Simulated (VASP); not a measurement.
Band structure of ZnCdTe2 (space group R3m). Calculation: PBEsol GGA, VASP's PBE PAW potentials (set 64) (plane waves; VASP).

Unless said otherwise, spin-orbit coupling is left out, though it shifts the bands of the heavy elements here.

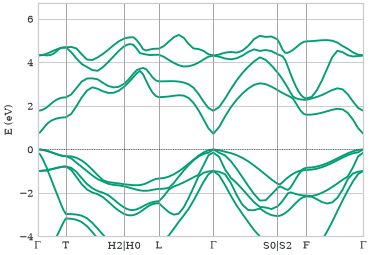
*Bands along high-symmetry lines, zero at the valence-band maximum or, without a gap, the Fermi level*

Task: Read the plot: is there a gap, and where are the band edges?

Result: The gap is direct, 0.72 eV, from the valence maximum at Γ to the conduction minimum at Γ. (Edges off the drawn lines would not show.)

The structure comes from a computed database's ZnCdTe2 entry (R3m); how it stands against other phases isn't given here. It was relaxed first, which changed the volume by -6 %.
